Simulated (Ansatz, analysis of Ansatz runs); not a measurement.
# Migration in Na3BrO (Pm-3m): V_Na hop (4.5 Å), charge 0

How high is the barrier when Na changes place in Na3BrO (Pm-3m)? The case: V_Na hop (4.5 Å), charge 0, in a cell of 60 host atoms with 1 Na taken out.

Main program and level: Ansatz 0.2.0; plane-wave PAW DFT, PBEsol; nudged elastic band between two relaxed defect structures.

## (1) The structure

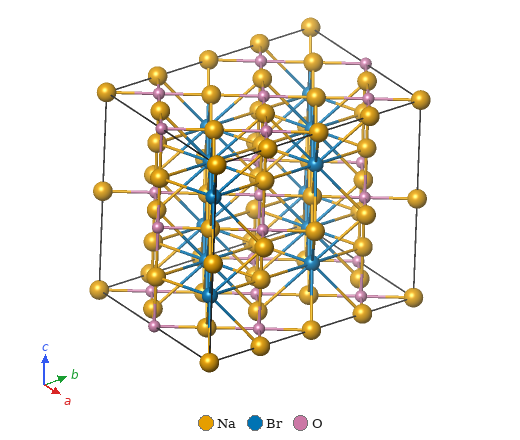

The cell as given, slightly off an axis (sodium orange, bromine blue, oxygen pink). Some periodic images of atoms are drawn too.

The cell holds 59 atoms: 35 Na, 12 Br and 12 O. Its edges and angles: a = 10.156 Å, b = 12.847 Å, c = 9.084 Å, α = 90.0°, β = 90.0°, γ = 108.4°. It derives from Na3BrO (space group Pm-3m). Nearest the centre at fractional (0.333, 0.583, 0.250): O43 at 0.00 Å, Na4 at 2.27 Å, Na37 at 2.27 Å, Na52 at 2.27 Å, Na34 at 2.27 Å, Na31 at 2.27 Å, Br40 at 3.93 Å, Br55 at 3.93 Å.

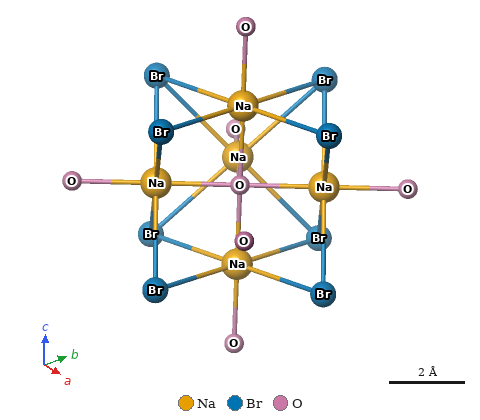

The atoms within 5 Å of the centre. Bonds to atoms that aren't drawn are left out.

The cell's shortest repeat is 9.1 Å.

## (2) Relaxation of the start point, charge 0

The ends come first: from an unrelaxed start the top is counted from too high an energy, and the barrier comes out too low. Small random displacements break the symmetry of the ideal sites, so that the defect can distort if it gains by it. The cell holds an odd number of electrons, so the run is spin-polarised with the moment held at 1 μB.

q0_M1.start/input.yaml reads:

```yaml
crystal:
  lattice:
    - [9.08406471, 4.54203236, 0.0]
    - [-9.08406471, 9.08406471, 0.0]
    - [0.0, 0.0, 9.08406471]
  atoms:
    - { symbol: Na, position: [0.16666667, 0.16666667, 0.25] }
    - { symbol: Na, position: [0.5, 0.0, 0.25] }
    - { symbol: Na, position: [0.83333333, 0.33333333, 0.25] }
    - { symbol: Na, position: [0.16666667, 0.41666667, 0.25] }
    - { symbol: Na, position: [0.5, 0.25, 0.25] }
    - { symbol: Na, position: [0.83333333, 0.08333333, 0.25] }
    - { symbol: Na, position: [0.0, 0.25, 0.0] }
    - { symbol: Na, position: [0.33333333, 0.08333333, 0.0] }
    - { symbol: Na, position: [0.66666667, 0.41666667, 0.0] }
    - { symbol: Br, position: [0.0, 0.0, 0.0] }
    - { symbol: Br, position: [0.33333333, 0.33333333, 0.0] }
    - { symbol: Br, position: [0.66666667, 0.16666667, 0.0] }
    - { symbol: O, position: [0.0, 0.25, 0.25] }
    - { symbol: O, position: [0.33333333, 0.08333333, 0.25] }
    - { symbol: O, position: [0.66666667, 0.41666667, 0.25] }
    - { symbol: Na, position: [0.16666667, 0.16666667, 0.75] }
    - { symbol: Na, position: [0.5, 0.0, 0.75] }
    - { symbol: Na, position: [0.83333333, 0.33333333, 0.75] }
    - { symbol: Na, position: [0.16666667, 0.41666667, 0.75] }
    - { symbol: Na, position: [0.5, 0.25, 0.75] }
    - { symbol: Na, position: [0.83333333, 0.08333333, 0.75] }
    - { symbol: Na, position: [0.0, 0.25, 0.5] }
    - { symbol: Na, position: [0.33333333, 0.08333333, 0.5] }
    - { symbol: Na, position: [0.66666667, 0.41666667, 0.5] }
    - { symbol: Br, position: [0.0, 0.0, 0.5] }
    - { symbol: Br, position: [0.33333333, 0.33333333, 0.5] }
    - { symbol: Br, position: [0.66666667, 0.16666667, 0.5] }
    - { symbol: O, position: [0.0, 0.25, 0.75] }
    - { symbol: O, position: [0.33333333, 0.08333333, 0.75] }
    - { symbol: O, position: [0.66666667, 0.41666667, 0.75] }
    - { symbol: Na, position: [0.16666667, 0.66666667, 0.25] }
    - { symbol: Na, position: [0.83333333, 0.83333333, 0.25] }
    - { symbol: Na, position: [0.16666667, 0.91666667, 0.25] }
    - { symbol: Na, position: [0.5, 0.75, 0.25] }
    - { symbol: Na, position: [0.83333333, 0.58333333, 0.25] }
    - { symbol: Na, position: [0.0, 0.75, 0.0] }
    - { symbol: Na, position: [0.33333333, 0.58333333, 0.0] }
    - { symbol: Na, position: [0.66666667, 0.91666667, 0.0] }
    - { symbol: Br, position: [0.0, 0.5, 0.0] }
    - { symbol: Br, position: [0.33333333, 0.83333333, 0.0] }
    - { symbol: Br, position: [0.66666667, 0.66666667, 0.0] }
    - { symbol: O, position: [0.0, 0.75, 0.25] }
    - { symbol: O, position: [0.33333333, 0.58333333, 0.25] }
    - { symbol: O, position: [0.66666667, 0.91666667, 0.25] }
    - { symbol: Na, position: [0.16666667, 0.66666667, 0.75] }
    - { symbol: Na, position: [0.5, 0.5, 0.75] }
    - { symbol: Na, position: [0.83333333, 0.83333333, 0.75] }
    - { symbol: Na, position: [0.16666667, 0.91666667, 0.75] }
    - { symbol: Na, position: [0.5, 0.75, 0.75] }
    - { symbol: Na, position: [0.83333333, 0.58333333, 0.75] }
    - { symbol: Na, position: [0.0, 0.75, 0.5] }
    - { symbol: Na, position: [0.33333333, 0.58333333, 0.5] }
    - { symbol: Na, position: [0.66666667, 0.91666667, 0.5] }
    - { symbol: Br, position: [0.0, 0.5, 0.5] }
    - { symbol: Br, position: [0.33333333, 0.83333333, 0.5] }
    - { symbol: Br, position: [0.66666667, 0.66666667, 0.5] }
    - { symbol: O, position: [0.0, 0.75, 0.75] }
    - { symbol: O, position: [0.33333333, 0.58333333, 0.75] }
    - { symbol: O, position: [0.66666667, 0.91666667, 0.75] }
basis:
  ecutwfc: 420
  xc_grid: 2
hamiltonian:
  xc: pbesol
kpoints:
  mp_grid: { grid: [1, 1, 1], shift: [0.25, 0.25, 0.25] }
magnetization:
  spin_polarized: true
  initial_magnetization: 1
  spin_locking: { lock_magnetization: hard }
scf:
  occupations: { method: fixed }
  max_iter: 100
output:
  forces: true
relax:
  f_tol: 0.02
  max_steps: 70
  random_displacement: { amplitude: 0.03, seed: 5038 }
```

On the command line:

```bash
$ ansatz run input.yaml --threads 32 --pin off --max-ram 84787MiB --backend cuda --events-out ev --progress --plain --runs-dir out --max-vram 78GiB
```

Output:

```text
[...]
Engine: ansatz 0.2.0, aarch64-unknown-linux-gnu
[...]
Pseudopotential: Na, paw, valence charge 9, recommended cutoff 420 eV (normal), Na.paw.azcp
Pseudopotential: Br, paw, valence charge 7, recommended cutoff 420 eV (normal), Br.paw.azcp
Pseudopotential: O, paw, valence charge 6, recommended cutoff 420 eV (normal), O.paw.azcp
Functional definition: PBEsol
[...]
Crystal: 59 atoms, lattice volume = 1124.429 Å³
Basis set: ecut = 420 eV, 22007 PW (Γ), exchange–correlation on 144×180×128 points (8 copies of the dense FFT grid, shifted against one another)
Bands: 295, of which v1, the nominal top of the filled ones, is band 236 counted from 1 (235 counted from 0)
[...]
k-points: 1
[...]
spin=Collinear: Resta preconditioning applied to the charge; magnetization (m = ρ↑ − ρ↓) channel mixes plain (no charge-response kernel on spin).
SCF iter   2: F=—  HF=-91285.435498 eV  |F-HF|=—  |Δ(HF+E_count)|=    1.67e1  Δρ=2.89e-2 (↑2.06e-2 ↓2.89e-2)  dr2=3.51e1  dr2_m=8.21e-1  M=1.000 μB ∫|m|=1.090 μB  β_m=0.45  ethr=3.10e-3  ⟨swp⟩=2.0  Hψ [...]
[...]
SCF iter  19: F=-91272.515396 eV  HF=-91272.515397 eV  |F-HF|=6.01e-7  |Δ(HF+E_count)|=   4.87e-7  Δρ=6.61e-6 (↑2.76e-6 ↓6.61e-6)  dr2=9.39e-7  dr2_m=1.07e-7  M=1.000 μB ∫|m|=1.122 μB  ethr=2.12e-9  ⟨ [...]
SCF 1 converged in 19 iterations: F = -91272.515396 eV  dr2 = 9.39e-7
[...]
relax step   1: F+E_penalty+E_count = -91272.51539625 eV  Δ(F+E_penalty+E_count) = +0.000e0 eV  max|allowed force component| = 7.488e-1 eV/Å  Δτ_max = 0.0000 Å  (19 SCF iters, dr2 threshold 1.00e-5 eV [...]
[...]
SCF 4 converged in 20 iterations: F = -91272.908270 eV  dr2 = 2.42e-9
relax step   4: F+E_penalty+E_count = -91272.90826996 eV  Δ(F+E_penalty+E_count) = -3.471e-3 eV  max|allowed force component| = 1.652e-2 eV/Å  Δτ_max = 0.0285 Å  (20 SCF iters, accepted)
SCF converged after 20 iterations
[...]
```

Run time: 5.3 s. Hardware: 1 × NVIDIA GB200 with 32 threads of Arm Neoverse V2, shared host; peak memory 1.5 GiB; 15 s of CPU time.

Step by step:

```tsv
step	energy less that of the first step (eV)	largest force component (eV/Å)
1	0.0000	0.7488
2	-0.3175	0.2225
3	-0.3894	0.0509
4	-0.3929	0.0165
```

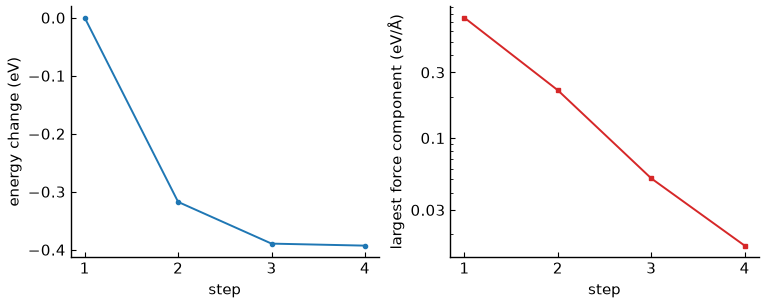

Energy and largest force along the relaxation.

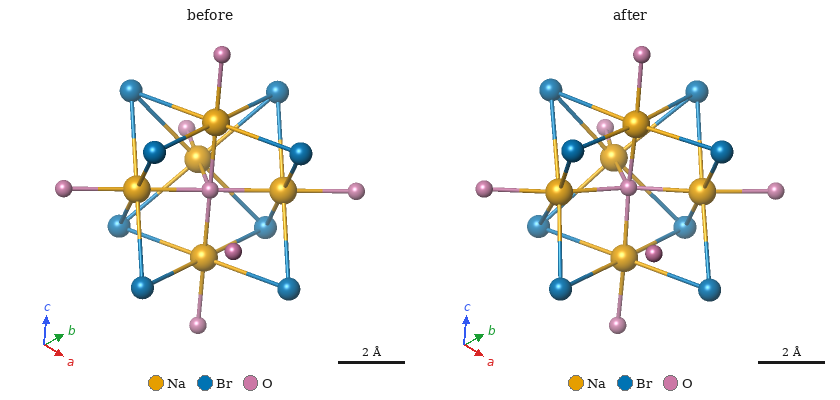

Before and after: the atoms that start within 5 Å of the centre. Na35, which moves most, is ringed if it is among them. Bonds to atoms that aren't drawn are left out.

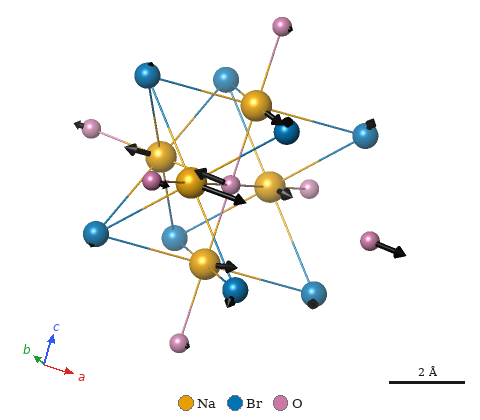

Displacements in the relaxation from the typed sites near the centre, exaggerated, the mean shift taken out; the longest in the cell stands for 0.23 Å. Bonds to atoms that aren't drawn are left out.

The atoms that moved most (Å, from the sites as typed, ahead of the random displacement, the mean shift of all atoms taken out):

```tsv
atom	dx	dy	dz	length
Na35	-0.224	-0.049	0.000	0.229
Na4	0.223	0.049	-0.001	0.228
O43	-0.171	-0.003	0.000	0.172
O15	0.171	0.003	-0.001	0.171
Na3	0.086	0.112	0.000	0.141
Na31	-0.086	-0.111	0.001	0.141
Na24	-0.114	-0.005	-0.027	0.117
Na37	0.112	0.004	0.027	0.115
```

Neighbours of Na31 at the end:

```tsv
atom	distance (Å)
O43	2.188
O42	2.234
Br54	3.148
Br39	3.150
Na51	3.164
Na36	3.165
Na33	3.201
Na35	3.268
Br55	3.291
Br40	3.296
```

This step gave:

```yaml
free_energy: -91272.9083 eV
total_moment: 1 μB
integral_of_the_absolute_spin_density: 1.128 μB
spin_contamination: 0.004220
r_m_s_move_of_the_farther_half_of_the_atoms: 0.04421 Å
largest_move_from_the_ideal_geometry_of_this_structure_a_common_shift_of_the_far_atoms_taken_out: 0.2407 Å
```

The relaxation gained 0.393 eV and ended with a largest force component of 0.017 eV/Å.

## (3) Relaxation of the end point, charge 0

The end point is relaxed in the same cell and settings, so that the two energies compare. Atoms more than 3.2 Å from the middle of the hop start where the first relaxation left them, the nearer ones on or close to their ideal places, with small random displacements.

q0_M1.end/input.yaml reads:

```yaml
crystal:
  lattice:
    - [9.08406471, 4.54203236, 0.0]
    - [-9.08406471, 9.08406471, 0.0]
    - [0.0, 0.0, 9.08406471]
  atoms:
    - { symbol: Na, position: [0.16443871, 0.1611501, 0.25022089] }
    - { symbol: Na, position: [0.50025339, -0.00032594, 0.24996526] }
[... 1 atom line left out ...]
    - { symbol: Na, position: [0.16666667, 0.41666667, 0.25] }
[... 26 atom lines left out ...]
    - { symbol: Na, position: [0.5, 0.5, 0.25] }
[... 2 atom lines left out ...]
    - { symbol: Na, position: [0.5, 0.75, 0.25] }
[... 2 atom lines left out ...]
    - { symbol: Na, position: [0.33333333, 0.58333333, 0.0] }
[... 1 atom line left out ...]
    - { symbol: Br, position: [0.00013094, 0.4996441, -0.00193293] }
    - { symbol: Br, position: [0.33278667, 0.83347505, -0.0003938] }
    - { symbol: Br, position: [0.66934665, 0.67031959, -0.00523368] }
[... 1 atom line left out ...]
    - { symbol: O, position: [0.33333333, 0.58333333, 0.25] }
[... 8 atom lines left out ...]
    - { symbol: Na, position: [0.33333333, 0.58333333, 0.5] }
[... 1 atom line left out ...]
    - { symbol: Br, position: [0.00023032, 0.4996728, 0.50207117] }
    - { symbol: Br, position: [0.33271904, 0.83328975, 0.50018314] }
    - { symbol: Br, position: [0.66908864, 0.67022253, 0.50505227] }
[... 2 atom lines left out ...]
    - { symbol: O, position: [0.66691138, 0.91703006, 0.74995769] }
basis:
  ecutwfc: 420
  xc_grid: 2
hamiltonian:
  xc: pbesol
kpoints:
  mp_grid: { grid: [1, 1, 1], shift: [0.25, 0.25, 0.25] }
magnetization:
  spin_polarized: true
  initial_magnetization: 1
  spin_locking: { lock_magnetization: hard }
scf:
  occupations: { method: fixed }
  max_iter: 100
output:
  forces: true
relax:
  f_tol: 0.02
  max_steps: 70
  random_displacement: { amplitude: 0.01, seed: 5038 }
```

Output:

```text
[...]
Crystal: 59 atoms, lattice volume = 1124.429 Å³
Basis set: ecut = 420 eV, 22007 PW (Γ), exchange–correlation on 144×180×128 points (8 copies of the dense FFT grid, shifted against one another)
Bands: 295, of which v1, the nominal top of the filled ones, is band 236 counted from 1 (235 counted from 0)
[...]
k-points: 1
[...]
SCF iter   2: F=—  HF=-91285.220699 eV  |F-HF|=—  |Δ(HF+E_count)|=    1.68e1  Δρ=2.90e-2 (↑2.07e-2 ↓2.90e-2)  dr2=3.54e1  dr2_m=8.04e-1  M=1.000 μB ∫|m|=1.090 μB  β_m=0.45  ethr=3.10e-3  ⟨swp⟩=2.0  Hψ [...]
[...]
SCF iter  24: F=-91272.270134 eV  HF=-91272.270134 eV  |F-HF|=1.05e-7  |Δ(HF+E_count)|=   3.96e-9  Δρ=3.11e-6 (↑8.06e-7 ↓3.11e-6)  dr2=1.60e-7  dr2_m=2.70e-8  M=1.000 μB ∫|m|=1.128 μB  ethr=1.67e-10   [...]
SCF 1 converged in 24 iterations: F = -91272.270134 eV  dr2 = 1.60e-7
[...]
relax step   1: F+E_penalty+E_count = -91272.27013358 eV  Δ(F+E_penalty+E_count) = +0.000e0 eV  max|allowed force component| = 1.222e0 eV/Å  Δτ_max = 0.0000 Å  (24 SCF iters, dr2 threshold 1.00e-5 eV, [...]
[...]
SCF 5 converged in 17 iterations: F = -91272.908473 eV  dr2 = 3.93e-9
relax step   5: F+E_penalty+E_count = -91272.90847293 eV  Δ(F+E_penalty+E_count) = -3.343e-4 eV  max|allowed force component| = 9.678e-3 eV/Å  Δτ_max = 0.0260 Å  (17 SCF iters, accepted)
SCF converged after 17 iterations
[...]
```

Wall time 6.5 s (1 × NVIDIA GB200 with 32 threads); peak memory 1.4 GiB.

Step by step:

```tsv
step	energy less that of the first step (eV)	largest force component (eV/Å)
1	0.0000	1.2219
3	-0.6334	0.0396
5	-0.6383	0.0097
```

The atoms that moved most (Å, from the sites as typed, ahead of the random displacement):

```tsv
atom	dx	dy	dz	length
Na35	0.453	0.100	0.000	0.464
Na34	-0.232	-0.050	0.000	0.237
Na32	-0.064	-0.178	0.001	0.189
Na3	-0.065	-0.174	0.001	0.186
O43	0.169	0.003	-0.001	0.169
Na31	0.084	0.118	0.001	0.145
O15	-0.128	0.024	0.001	0.130
O42	-0.127	0.019	0.001	0.129
```

Neighbours of Na31 at the end:

```tsv
atom	distance (Å)
O43	2.189
O15	2.237
Br56	3.148
Br41	3.148
Na24	3.165
Na9	3.166
Na5	3.204
Na35	3.273
Br11	3.298
Br26	3.298
```

Read from the output:

```yaml
free_energy: -91272.9085 eV
total_moment: 1 μB
integral_of_the_absolute_spin_density: 1.128 μB
spin_contamination: 0.004214
r_m_s_move_of_the_farther_half_of_the_atoms: 0.03675 Å
largest_move_from_the_ideal_geometry_of_this_structure_a_common_shift_of_the_far_atoms_taken_out: 0.2503 Å
```

The relaxation gained 0.638 eV and ended with a largest force component of 0.0097 eV/Å. The end lies within 1 meV of the start.

(Continued in part 2 of 3.)

[Logs are printed without paths, hosts, clocks, repeated set-up lines and the standing remarks that a program may print on its own settings, such as how far it seeks lower states.]

[Hosts, paths, dates, database ids (printed as entryN), source tags and the programs' standing remarks are cut or masked in the printed files.]
